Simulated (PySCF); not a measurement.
The calculation's input:

```
{"job": {"kind": "uv", "xc": "B3LYP", "basis": "def2-SVPD", "ip": true}, "charge": 0, "multiplicity": 1}
C     -0.505994    -1.329719    -0.707465
P     -0.114818    -0.305841     0.791782
C      1.585526     0.297724     0.355574
P     -1.197787     1.494143     0.048259
F     -2.685846     0.885832     0.241142
F     -1.110337     2.378675     1.397852
H      0.076407    -2.261678    -0.658949
H     -0.279826    -0.827008    -1.662201
H     -1.572881    -1.596917    -0.685157
H      1.877341     1.092409     1.058877
H      1.672703     0.678170    -0.674640
H      2.294778    -0.534263     0.483366
```

Run with:

```sh
OMP_NUM_THREADS=1 python probes_run.py task.json out
```

Geometry: PBE0-D3(BJ)/def2-SVP.

Method: PySCF, B3LYP/def2-SVPD, SCF density, gas phase.

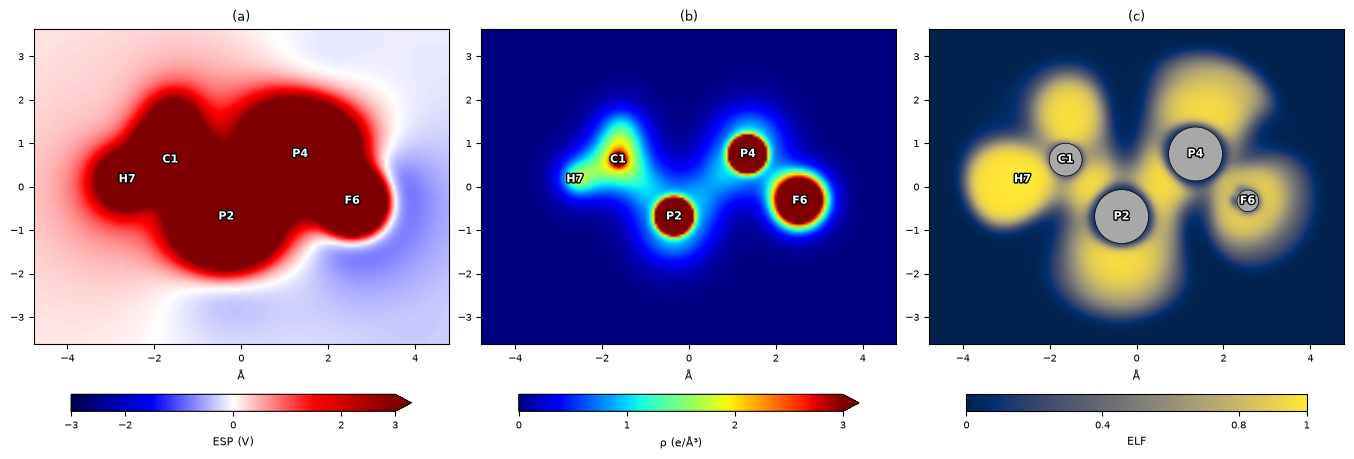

C2H6F2P2 (SMILES CP(C)P(F)F). (a) electrostatic potential; (b) electron density; (c) ELF on the plane of atoms P2, P4 and F6. Grey discs cover the atomic cores in the ELF map.

Question: Describe what can be read from this map.

Answer: The section cuts through C, P, F and H sites. P–F (1.62 Å): ρ at the midpoint is about 1.2 e/Å³; the ELF peaks at about 0.80 in the valence shell of F, 0.5 Å from its nucleus, and is about 0.65 at the midpoint. C–P (1.86 Å): ρ at the midpoint is about 1.1 e/Å³; the ELF peaks at about 0.95 between the atoms: localised, covalent bonding. P–P (2.23 Å): ρ at the midpoint is about 0.84 e/Å³; the ELF peaks at about 0.95 between the atoms: a shared electron pair. C–H (1.10 Å): ρ at the midpoint is about 1.9 e/Å³; the ELF climbs to about 1 towards the hydrogen, as it does in any bond to H: an ordinary covalent bond to hydrogen. The ELF also peaks beside P2, F6 and P4, away from the bonds: lone-pair regions. Outside the dense part of the molecule the potential is most negative (−0.8 V) near F6.
